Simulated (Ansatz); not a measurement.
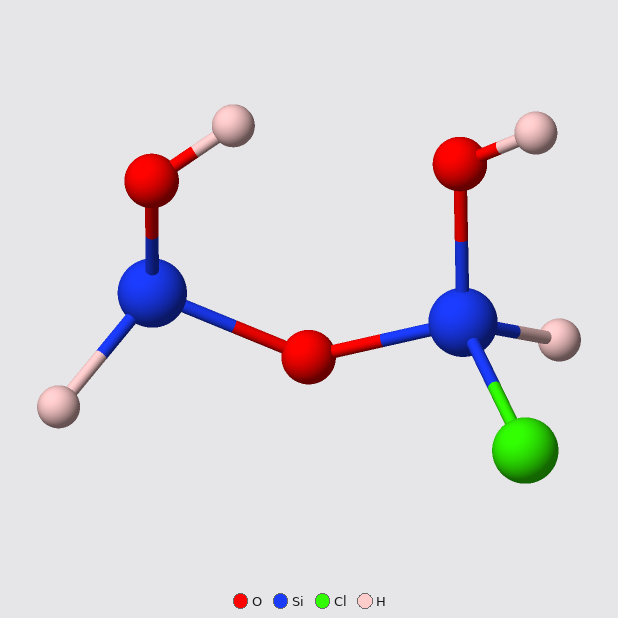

Figure made from data computed with Ansatz.

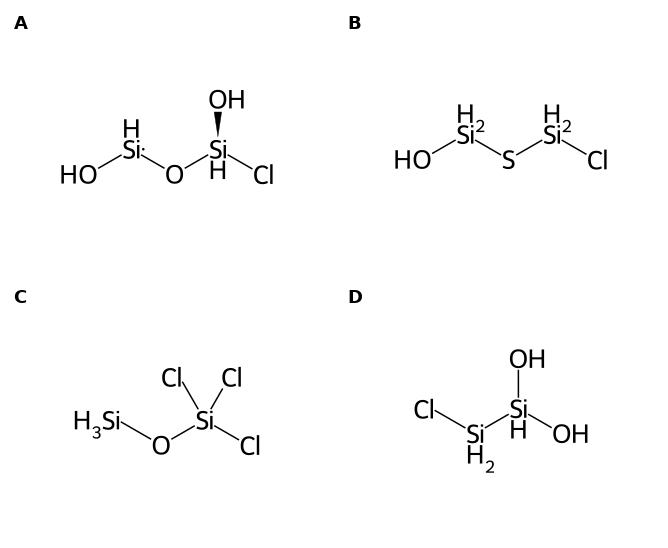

### Which structural formula matches the 3D model?

A, `O[SiH]O[Si@@H](O)Cl`.
